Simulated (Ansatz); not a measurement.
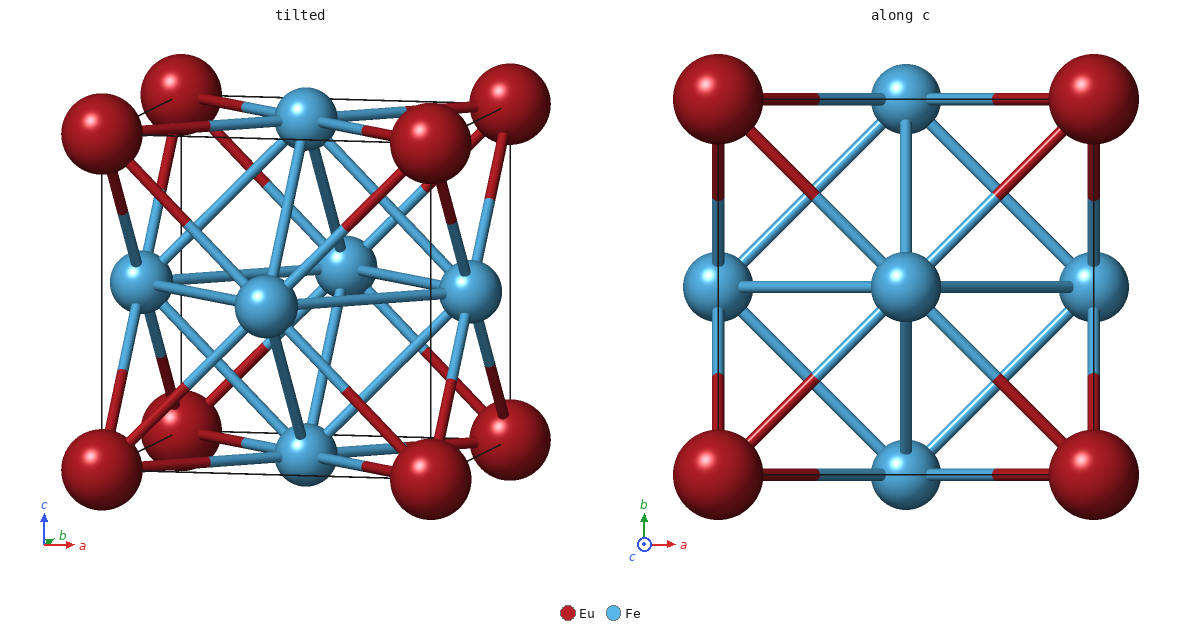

An orthographic ball-and-stick view of the structure, slightly off an axis and along the c axis. The conventional unit cell is drawn as a box.

EuFe3, Cu₃Au (L1₂) type, space group Pm-3m (No. 221), a = 3.963 Å, b = 3.963 Å, c = 3.963 Å, α = 90.00°, β = 90.00°, γ = 90.00°. The structure comes from a structure type filled with these elements by a generator (whether the compound takes this form wasn't checked). Earlier steps of the study, as a rule a relaxation of our own, may have changed the cell and positions, so they can lie some per cent off the listed ones. A calculation with Ansatz used it as input.

This one geometry was computed with Ansatz (DFT, plane waves, PAW) at four levels of theory: PBE, r2SCAN, LDA and PBEsol.

Which level gives the highest pressure at this volume, and what does that say about its equilibrium volume?

Answer. Highest: r2SCAN (2.6 GPa), which points to the largest equilibrium volume. Lowest, with the smallest volume: LDA (-11.9 GPa). Levels within 0.5 GPa of each other can't be told apart.

How does the band gap change with the level of theory?

Answer. All levels give a metal.

Collect the results in a table.

Answer.
| level | cutoff (eV) | k-mesh of the run's cell | gap (eV) | pressure (GPa) | absolute moment (μB/atom) |
| --- | --- | --- | --- | --- | --- |
| PBE | 420 | 8×8×8 | metal | 0.0 | 3.61 |
| r2SCAN | 500 | 8×8×8 | metal | 2.6 | 3.98 |
| LDA | 420 | 8×8×8 | metal | -11.9 | 3.50 |
| PBEsol | 420 | 8×8×8 | metal | -6.4 | 3.59 |

Gaps are taken on the k-mesh or band path of each run.
